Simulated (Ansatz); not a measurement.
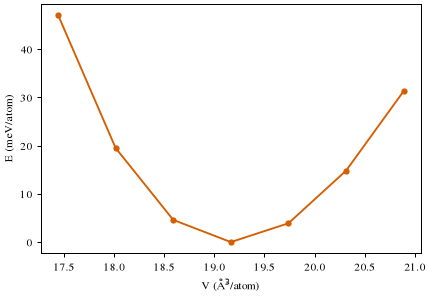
Ag in space group Fd-3m (No. 227; Ag on 8a, Ag on 16d) under volume change, DFT-PBE in the program Ansatz with PAW potentials, scaled uniformly.

Task: What does a third-order Birch–Murnaghan fit give for V₀, B₀ and B′?

Result: V₀ = 19.17 Å³/atom, B₀ = 78.5 GPa, B′ = 5.7.

The start of the workflow was typed in or built on a structure type; neither database checked (COD, Materials Project) lists it. It is not the phase usual at ambient conditions (space group No. 225). The PBE relaxation kept the symmetry of its start; whether a distortion lowers the energy is not shown. The run is not spin-polarised.

Potentials: the later of the program's two PAW sets.
